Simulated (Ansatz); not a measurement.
# Calculations on BN2H5ClF

### Relaxation

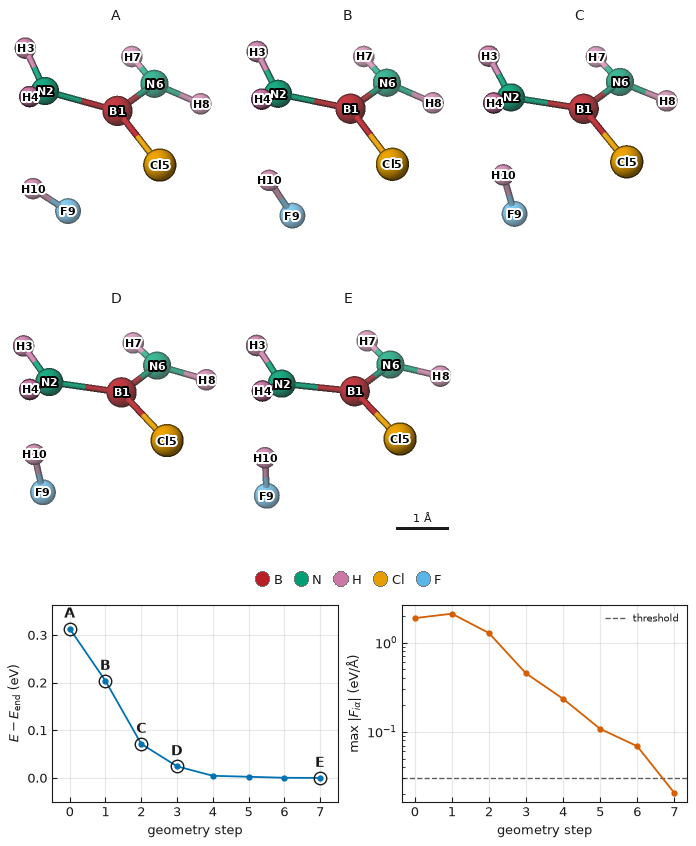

Frames of a relaxation of BN$_{2}$H$_{5}$ClF, marked on the history of the run. A ball-and-stick model, seen at a tilt.

The run prepares an end point of a later path (reaction) calculation, from a guessed geometry.

The calculation used Ansatz, RKS PBE0-D4/def2-SVP.

Input
```yaml
crystal:
  periodic: [false, false, false]
  atoms:
    - { symbol: B, position_ang: [-0.08911, 0.202159, 0.237812] }
    - { symbol: "N", position_ang: [-0.074923, 0.140114, 1.727823] }
    - { symbol: H, position_ang: [-0.948666, 0.25519, 2.227341] }
    - { symbol: H, position_ang: [0.698142, 0.596595, 2.195413] }
    - { symbol: Cl, position_ang: [1.454896, 0.606184, -0.559275] }
    - { symbol: "N", position_ang: [-1.256451, 0.096896, -0.524912] }
    - { symbol: H, position_ang: [-2.135888, -0.210871, -0.134734] }
    - { symbol: H, position_ang: [-1.202619, 0.010898, -1.529972] }
    - { symbol: F, position_ang: [0.380013, -2.290292, 0.252995] }
    - { symbol: H, position_ang: [0.421406, -1.962972, 1.11621] }
basis:
  gaussian: { orbitals: def2-SVP }
hamiltonian:
  xc: pbe0
  dispersion: d4
relax:
  f_tol: 0.03
  max_steps: 50
output:
  orbitals: {}
```

Launched with:
```bash
ansatz run input.yaml --threads 2 --pin off --max-ram 3072MiB --backend cpu --events-out ev --progress --plain --runs-dir out
```

Describe the path.

Answer. The largest move after the best rigid fit is that of F9, 0.65 Å. Largest moves by element: F 0.65 Å, H 0.32 Å, Cl 0.26 Å, N 0.23 Å, B 0.12 Å. Among the contacts that change: B1–N2 1.491 → 1.438 Å, F9–H10 0.924 → 0.945 Å, B1–Cl5 1.784 → 1.780 Å. Over 7 geometry steps the energy falls by 0.314 eV. The largest force component goes from 1.9 to 0.021 eV/Å. From step 0 to 1: H10 moves most (0.20 Å), energy −0.110 eV. From step 1 to 2: F9 moves most (0.19 Å), energy −0.132 eV. From step 2 to 3: F9 moves most (0.17 Å), energy −0.047 eV. From step 3 to 7: F9 moves most (0.18 Å), energy −0.024 eV.

Limits of the set-up: the start holds two separate molecules, 2.2 Å apart at their closest, whose relative position is a soft coordinate.

### Relaxation

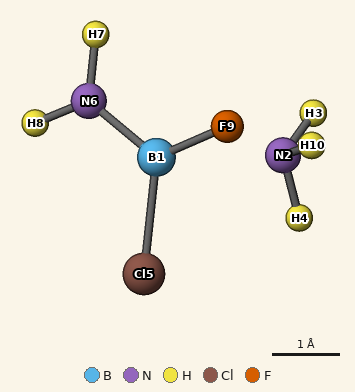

BN2H5ClF, before the relaxation. A ball-and-stick model, seen at a tilt.

The run prepares an end point of a later path (reaction) calculation, from a guessed geometry.

The calculation used RKS PBE0-D4/def2-SVP in Ansatz.

Input file:
```yaml
crystal:
  periodic: [false, false, false]
  atoms:
    - { symbol: B, position_ang: [-0.02733, -0.544832, -0.526843] }
    - { symbol: "N", position_ang: [-0.015914, -0.057409, 2.177508] }
    - { symbol: H, position_ang: [-0.628276, -0.092917, 2.989824] }
    - { symbol: H, position_ang: [0.819279, 0.45683, 2.451678] }
    - { symbol: Cl, position_ang: [1.440391, 0.426888, -0.777649] }
    - { symbol: "N", position_ang: [-1.255254, -0.118063, -1.020508] }
    - { symbol: H, position_ang: [-2.102615, -0.644776, -0.860448] }
    - { symbol: H, position_ang: [-1.387295, 0.807346, -1.400325] }
    - { symbol: F, position_ang: [0.117549, -1.760009, -0.006863] }
    - { symbol: H, position_ang: [0.286265, -1.029159, 1.982326] }
basis:
  gaussian: { orbitals: def2-SVP }
hamiltonian:
  xc: pbe0
  dispersion: d4
relax:
  f_tol: 0.03
  max_steps: 50
```

Command:
```bash
ansatz run input.yaml --threads 2 --pin off --max-ram 3072MiB --backend cpu --events-out ev --progress --plain --runs-dir out
```

Where does the relaxation end?

Answer. The energy falls by 0.452 eV in 18 accepted moves (19 points after the start). The largest force component goes from 0.73 to 0.028 eV/Å. The line search rejected the trial step at point 8 of the run. The largest move after the best rigid fit is that of H4, 0.96 Å. By element the largest moves are H 0.96 Å, N 0.66 Å, B 0.59 Å, Cl 0.32 Å, F 0.28 Å. Among the contacts that change: B1–N2 2.748 → 1.670 Å, B1–Cl5 1.778 → 1.875 Å, B1–N6 1.391 → 1.469 Å, B1–F9 1.330 → 1.378 Å. New bonds form, among them: B1–N2 (2.75 → 1.67 Å). Bond angles that change, for instance: B1–N6–H7 121.6° → 112.4°, B1–N6–H8 122.1° → 114.7°, H7–N6–H8 115.3° → 108.4°.

Step by step:

| step | E − E(0), eV | largest force component, eV/Å | note |
| --- | --- | --- | --- |
| 0 | 0.0000 | 0.7275 |  |
| 1 | -0.0213 | 0.8931 |  |
| 2 | -0.0295 | 1.0005 |  |
| 3 | -0.0461 | 0.8714 |  |
| 4 | -0.0664 | 0.7005 |  |
| 5 | -0.0971 | 0.6069 |  |
| 6 | -0.1645 | 0.5121 |  |
| 7 | -0.2734 | 0.6487 |  |
| 8 | -0.1411 | 2.7391 | rejected |
| 9 | -0.3310 | 0.4883 |  |
| 10 | -0.3545 | 1.2837 |  |
| 11 | -0.3943 | 0.7778 |  |
| 12 | -0.4303 | 0.1538 |  |
| 13 | -0.4330 | 0.3446 |  |
| 14 | -0.4415 | 0.1112 |  |
| 15 | -0.4445 | 0.1289 |  |
| 16 | -0.4491 | 0.1164 |  |
| 17 | -0.4506 | 0.1044 |  |
| 18 | -0.4513 | 0.0374 |  |
| 19 | -0.4517 | 0.0283 |  |

The structure at the end:

```xyz
10

B    -0.0840   -0.5507    0.0643
N     0.0712   -0.2287    1.6957
H    -0.7721   -0.5443    2.1795
H     0.1643    0.7785    1.8324
Cl    1.5131    0.1693   -0.6044
N    -1.3047    0.1166   -0.4071
H    -1.9750   -0.5366   -0.8009
H    -1.1496    0.8600   -1.0783
F    -0.1081   -1.9283    0.0365
H     0.8917   -0.6919    2.0909
```

The end point in the same view:

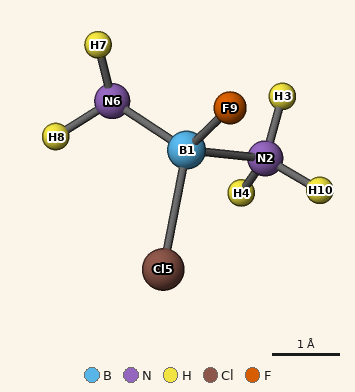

### Path

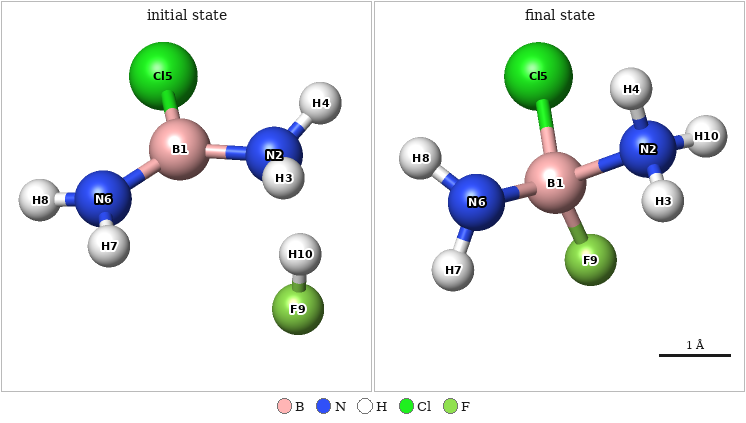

The two relaxed end points of a path for BN$_{2}$H$_{5}$ClF. Style: ball-and-stick. Shown at a tilt.

All numbers below come from RKS PBE0-D4/def2-SVP in Ansatz.

Set-up: 7 movable images; climbing image; force threshold 0.05 eV/Å; iteration limit 60.

Start:
```xyz
10

B    -0.1017    0.2978    0.1655
N    -0.0182   -0.0121    1.5674
H    -0.8685   -0.0358    2.1202
H     0.7611    0.3739    2.0881
Cl    1.3923    0.8402   -0.6348
N    -1.2741    0.1677   -0.5804
H    -2.1319   -0.2141   -0.2068
H    -1.2708    0.2753   -1.5846
F     0.4271   -2.5534    0.8445
H     0.3315   -1.6955    1.2296
```

End:
```xyz
10

B    -0.1134   -0.5613    0.0597
N     0.1308   -0.2217    1.6766
H    -0.6949   -0.5092    2.2060
H     0.2557    0.7844    1.7939
Cl    1.4659    0.1085   -0.6975
N    -1.3390    0.1309   -0.3604
H    -2.0442   -0.5101   -0.7110
H    -1.1990    0.8611   -1.0491
F    -0.1733   -1.9380    0.0532
H     0.9582   -0.7006    2.0375
```

**Predict the minimum-energy path and its barrier.**

The highest point, image 2, lies 16.0 kcal/mol above the start and 31.7 kcal/mol above the end; the end is at −15.7 kcal/mol relative to the start. Breaking: F9–H10 (0.95 → 1.15 at the top → 2.60 Å). Forming: B1–F9 (2.98 → 1.84 at the top → 1.38 Å), N2–H10 (1.75 → 1.27 at the top → 1.02 Å). The band converged in 18 iterations, with a climbing image at the top.

Energies of the converged images:

```csv
image,path (Å),E (kcal/mol)
0,0.00,0.0
1,0.59,2.7
2,1.19,16.0
3,1.72,-4.3
4,2.25,-13.1
5,2.79,-14.6
6,3.32,-15.0
7,3.85,-15.4
8,4.38,-15.7
```

The geometry at the top of the path:

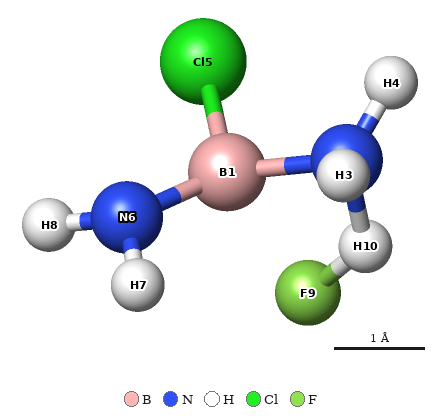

Cost: 2.7 min on 2 threads of Intel(R) Xeon(R) 6975P-C (Granite Rapids), on a shared host, peak memory 0.23 GiB.
